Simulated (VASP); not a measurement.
# Ga with and without spin-orbit coupling, part 4 of 4

What does spin-orbit coupling change in Ga, and what does it cost? All runs use PBE. Left out of this account: 1 further run (fields: a reference on another mesh). The start is a cell from a database of measured crystal structures.

VASP 6.6.1, plane waves and PAW; the level of theory is named at each step.

Still holding for the runs below: The k-mesh is coarse for a metal. LASPH is switched on together with spin-orbit coupling, so the change from the scalar run holds both.

So far. Step 5 (Total and projected DOS (PBE + SOC)): The DOS at the Fermi level goes from 0.348 to 0.350 states/eV/cell, a number that is sensitive to the mesh. The run took 4.2 times the core time, with 64 spinor bands against 40. Of the states within 0.3 eV of the Fermi level, the largest shares in the PAW spheres are Ga p 40 % and Ga s 12 %. The rest lies in smaller channels or between the spheres. Step 6 (Full relaxation (PBE)): It ends with a largest force of 0.008 eV/Å and a pressure of -0.03 GPa.

**7. Full relaxation (PBE + SOC)**

This step: PBE, spin-orbit coupling; plane waves and PAW (Ga_d) (VASP 6.6.1).

The same relaxation with spinors and spin-orbit coupling.

Input file INCAR:

```
SYSTEM = Ga
PREC = Accurate
ENCUT = 400
EDIFF = 1E-06
NELM = 100
ISMEAR = -1
SIGMA = 0.05
LREAL = .FALSE.
ALGO = Normal
GGA = PE
LNONCOLLINEAR = .TRUE.
MAGMOM = 0 0 0 0 0 0 0 0 0 0 0 0
NBANDS = 64
GGA_COMPAT = .FALSE.
LASPH = .TRUE.
LSORBIT = .TRUE.
LORBIT = 11
LWAVE = .FALSE.
LCHARG = .FALSE.
KPAR = 4
IBRION = 2
NSW = 60
ISIF = 3
EDIFFG = -0.01
```

Input file POSCAR:

```
Ga
1.0
    2.2553500000     -3.8224000000      0.0000000000
    2.2553500000      3.8224000000      0.0000000000
    0.0000000000      0.0000000000      4.5167000000
Ga
4
Direct
    0.8475000000      0.1525000000      0.9215000000
    0.3475000000      0.6525000000      0.5785000000
    0.1525000000      0.8475000000      0.0785000000
    0.6525000000      0.3475000000      0.4215000000
```

Input file KPOINTS:

```
Automatic mesh
0
Gamma
7 7 6
0 0 0
```

Potentials, in the order of the species: Ga_d (PBE family, release 64).

The run is started by

```console
$ mpirun -np 4 vasp_ncl
```

The program printed:

```text
[... set-up lines as in an earlier step ...]
 entering main loop
       N       E                     dE             d eps       ncg     rms          rms(c)
[... 13 cycles as in an earlier step ...]
   1 F= -.11590008E+02 E0= -.11585943E+02  d E =-.115900E+02  mag=    -0.0000     0.0000    -0.0000
 curvature:   0.00 expect dE= 0.000E+00 dE for cont linesearch  0.000E+00
 trial: gam= 0.00000 g(F)=  0.366E-01 g(S)=  0.504E-01 ort = 0.000E+00 (trialstep = 0.100E+01)
 search vector abs. value=  0.870E-01
 bond charge predicted
       N       E                     dE             d eps       ncg     rms          rms(c)
DAV:   1    -0.122779295872E+02   -0.68792E+00   -0.18024E+01  8656   0.481E+01    0.522E+00
DAV:   2    -0.117907454429E+02    0.48718E+00   -0.26711E+00  8648   0.208E+01    0.230E+00
DAV:   3    -0.116446277886E+02    0.14612E+00   -0.22471E-01 11368   0.472E+00    0.645E-01
DAV:   4    -0.116288319228E+02    0.15796E-01   -0.55742E-02  9560   0.201E+00    0.954E-02
DAV:   5    -0.116289936380E+02   -0.16172E-03   -0.43473E-03  9176   0.738E-01    0.471E-02
DAV:   6    -0.116288895682E+02    0.10407E-03   -0.56037E-04  9088   0.262E-01    0.204E-02
DAV:   7    -0.116288692618E+02    0.20306E-04   -0.75187E-05 11536   0.809E-02    0.838E-03
DAV:   8    -0.116288700098E+02   -0.74798E-06   -0.14992E-05  9040   0.255E-02    0.486E-03
DAV:   9    -0.116288691213E+02    0.88854E-06   -0.39262E-06  9024   0.179E-02
   2 F= -.11628869E+02 E0= -.11624305E+02  d E =-.388607E-01  mag=     0.0000     0.0000    -0.0000
[... from here on, the cycles between the ionic steps are left out ...]
   3 F= -.11628923E+02 E0= -.11624360E+02  d E =-.389145E-01  mag=    -0.0000    -0.0000     0.0000
   4 F= -.11628943E+02 E0= -.11624382E+02  d E =-.389347E-01  mag=     0.0000     0.0000    -0.0000
   5 F= -.11630658E+02 E0= -.11626354E+02  d E =-.171528E-02  mag=     0.0000    -0.0000    -0.0000
   6 F= -.11631233E+02 E0= -.11627143E+02  d E =-.229021E-02  mag=    -0.0000     0.0000     0.0000
   7 F= -.11632092E+02 E0= -.11628317E+02  d E =-.859120E-03  mag=    -0.0000     0.0000     0.0000
   8 F= -.11632169E+02 E0= -.11628533E+02  d E =-.935356E-03  mag=     0.0000     0.0000    -0.0000
   9 F= -.11632172E+02 E0= -.11628510E+02  d E =-.938839E-03  mag=     0.0000     0.0000     0.0000
  10 F= -.11632171E+02 E0= -.11628523E+02  d E =-.937991E-03  mag=    -0.0000     0.0000     0.0000
  11 F= -.11632226E+02 E0= -.11628589E+02  d E =-.543626E-04  mag=     0.0000     0.0000     0.0000
  12 F= -.11632231E+02 E0= -.11628601E+02  d E =-.599288E-04  mag=     0.0000     0.0000     0.0000
  13 F= -.11632284E+02 E0= -.11628660E+02  d E =-.531368E-04  mag=    -0.0000     0.0000     0.0000
  14 F= -.11632297E+02 E0= -.11628676E+02  d E =-.661536E-04  mag=    -0.0000    -0.0000     0.0000
  15 F= -.11632317E+02 E0= -.11628700E+02  d E =-.862681E-04  mag=     0.0000     0.0000     0.0000
 curvature:  -1.43 expect dE=-0.819E-04 dE for cont linesearch -0.198E-05
 trial: gam= 0.96377 g(F)=  0.474E-05 g(S)=  0.524E-04 ort = 0.990E-05 (trialstep = 0.834E+00)
 search vector abs. value=  0.142E-03
 bond charge predicted
       N       E                     dE             d eps       ncg     rms          rms(c)
DAV:   1    -0.116327888680E+02   -0.47125E-03   -0.18874E-02  8272   0.130E+00    0.144E-01
DAV:   2    -0.116324389480E+02    0.34992E-03   -0.23324E-03  8520   0.619E-01    0.584E-02
DAV:   3    -0.116323587784E+02    0.80170E-04   -0.22740E-04 12696   0.121E-01    0.193E-02
DAV:   4    -0.116323451990E+02    0.13579E-04   -0.18920E-05  9952   0.328E-02    0.216E-03
DAV:   5    -0.116323451165E+02    0.82471E-07   -0.23406E-06  7936   0.172E-02
  16 F= -.11632345E+02 E0= -.11628748E+02  d E =-.276639E-04  mag=    -0.0000     0.0000     0.0000
 trial-energy change:   -0.000028  1 .order   -0.000043   -0.000056   -0.000031
 step:   1.9097(harm=  1.9097)  dis= 0.00200  next Energy=   -11.632381 (dE=-0.637E-04)
 reached required accuracy - stopping structural energy minimisation
```

Wall time 17 min (4 MPI ranks of AMD EPYC 7R43, shared host); peak memory 1.9 GiB.

From OUTCAR (step 7):

```text
   NELECT =      52.0000    total number of electrons

 E-fermi :   4.8457

 k-point     1 :       0.0000    0.0000    0.0000
  band No.  band energies     occupation
    ...
     48       3.1855      1.00000
     49       3.2249      1.00000
     50       3.2249      1.00000
     51       4.0464      1.00000
     52       4.0464      1.00000
     53       5.6231      0.00000
     54       5.6231      0.00000
     55       5.8029      0.00000
     56       5.8029      0.00000
     57       5.9921      0.00000
    ...

  Total       -0.0056946     -0.0144599     -0.0248635      0.0000000      0.0000000      0.0000000
  in kB       -0.1132442     -0.2875535     -0.4944422      0.0000000      0.0000000      0.0000000
  external PRESSURE =      -0.2984133 kB  Pullay stress =       0.0000000 kB

 POSITION                                       TOTAL-FORCE (eV/Angst)
 -----------------------------------------------------------------------------------
      2.25322     -2.67060      4.23636         0.000000      0.003087     -0.005200
      2.25322      1.20691      2.67975         0.000000      0.003087      0.005200
      2.25322      2.67060      0.37438         0.000000     -0.003087      0.005200
      2.25322     -1.20691      1.93099         0.000000     -0.003087     -0.005200
 -----------------------------------------------------------------------------------
    total drift:                                0.000000     -0.000000     -0.000000

  FREE ENERGIE OF THE ION-ELECTRON SYSTEM (eV)
  ---------------------------------------------------
  free  energy   TOTEN  =       -11.6323451165 eV

  energy  without entropy=      -11.6251514100  energy(sigma->0) =      -11.62874826

 Spin-Orbit-Coupling matrix elements
 Ion:    1  E_soc:     -0.0117086
 Ion:    2  E_soc:     -0.0117086
 Ion:    3  E_soc:     -0.0117086
 Ion:    4  E_soc:     -0.0117086

 magnetization (x)
# of ion       s       p       d       tot
------------------------------------------
    1       -0.000  -0.000   0.000  -0.000
    2        0.000   0.000  -0.000   0.000
    3       -0.000  -0.000   0.000  -0.000
    4        0.000   0.000  -0.000   0.000
--------------------------------------------------
tot          0.000   0.000  -0.000  -0.000

[... 11 parts as in an earlier step ...]

[... 9 further parts left out ...]
```

Relaxation path:

```csv
step,energy less that of the first step (eV),largest force (eV/Å),pressure (GPa),volume (Å³)
1,0.0000,0.4355,1.97,77.88
2,-0.0389,0.0023,0.16,80.60
3,-0.0389,0.0081,0.13,80.54
4,-0.0389,0.0148,0.16,80.49
5,-0.0407,0.0245,-0.10,80.77
6,-0.0412,0.0344,-0.27,81.03
7,-0.0421,0.0175,-0.08,80.70
8,-0.0422,0.0138,0.05,80.54
9,-0.0422,0.0148,-0.03,80.58
10,-0.0422,0.0141,0.04,80.56
11,-0.0422,0.0118,0.02,80.59
12,-0.0422,0.0135,0.00,80.61
13,-0.0423,0.0071,-0.07,80.63
14,-0.0423,0.0064,-0.15,80.63
15,-0.0423,0.0050,-0.07,80.64
16,-0.0423,0.0060,-0.03,80.57
```

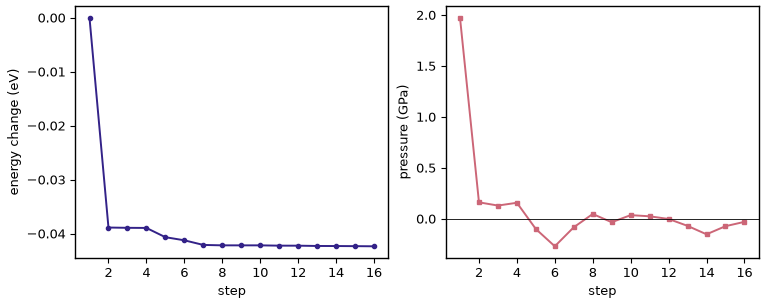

Energy and pressure along the relaxation.

| conventional cell, symmetrised | before | after | change |
| --- | --- | --- | --- |
| a (Å) | 4.511 | 4.506 | -0.1 % |
| b (Å) | 7.645 | 7.755 | +1.4 % |
| c (Å) | 4.517 | 4.611 | +2.1 % |
| volume (Å³/atom) | 19.47 | 20.14 | +3.5 % |

The atoms that moved most (Å, as changes of fractional coordinates times the final cell):

| atom | dx | dy | dz | length |
| --- | --- | --- | --- | --- |
| Ga1 | 0.000 | 0.024 | -0.012 | 0.027 |
| Ga3 | 0.000 | -0.024 | 0.012 | 0.027 |
| Ga2 | 0.000 | 0.024 | 0.012 | 0.027 |
| Ga4 | 0.000 | -0.024 | -0.012 | 0.027 |

Final coordinates:

```xyz
4
Lattice="2.2532 -3.8775 0.0000 2.2532 3.8775 0.0000 0.0000 0.0000 4.6107" Properties=species:S:1:pos:R:3 pbc="T T T"
Ga    2.2532   -2.6706    4.2364
Ga    2.2532    1.2069    2.6797
Ga    2.2532    2.6706    0.3744
Ga    2.2532   -1.2069    1.9310
```

This step gave:

| Item | Value |
| --- | --- |
| bands | 64 |
| free energy (TOTEN) | -11.63 eV |
| energy at zero smearing | -11.63 eV |
| Fermi energy | 4.846 eV |
| pressure | -0.02984 GPa |
| SCF cycles over all ionic steps | 93 |

On-site spin-orbit energy by atom:

```csv
atom,on-site spin-orbit energy (eV)
Ga1,-0.0117
Ga2,-0.0117
Ga3,-0.0117
Ga4,-0.0117
```

The cell ends at 20.14 Å³/atom, -0.1 % from the run without the coupling. The run took 4.4 times the core time, with 64 spinor bands against 32.

The cell grew by 3.5 % in volume. From the first step to the last the energy fell by 0.042 eV, and the largest move was 0.027 Å (Ga1 and 3 other atoms alike).

**8. Side by side**

| quantity | without | with spin-orbit coupling |
| --- | --- | --- |
| gap (eV) | none | none |
| core minutes, bands | 6.8 | 26 |
| DOS at the Fermi level (states/eV/cell) | 0.348 | 0.350 |
| core minutes, DOS | 2.1 | 8.9 |
| relaxed volume (Å³/atom) | 20.16 | 20.14 |
| core minutes, relaxation | 16 | 69 |

**9. Results**

```yaml
gap_ev_without_with: none → none
dos_at_the_fermi_level_states_ev_cell_without_with: 0.348 → 0.350
relaxed_volume_a3_atom_without_with: 20.16 → 20.14
```

**Reading.** Ga has no gap with or without spin-orbit coupling. The relaxed volume moves by -0.1 %. The spinor runs cost 3.9 to 4.4 times as much, on a shared host. The k-sampling is coarse for a metal, so the Fermi level, pressures and the shape of the cell carry errors.

[Lines on the potential files, build, host, timing and source positions are cut from VASP's logs without a mark.]

[Logs are printed without paths, hosts, clocks, repeated set-up lines and the standing remarks that a program may print on its own settings, such as how far it seeks lower states.]

[Hosts, paths, dates, database ids (printed as entryN), source tags and the programs' standing remarks are cut or masked in the printed files.]

[A measured line is paired with the nearest computed mode of its activity, which favours agreement.]
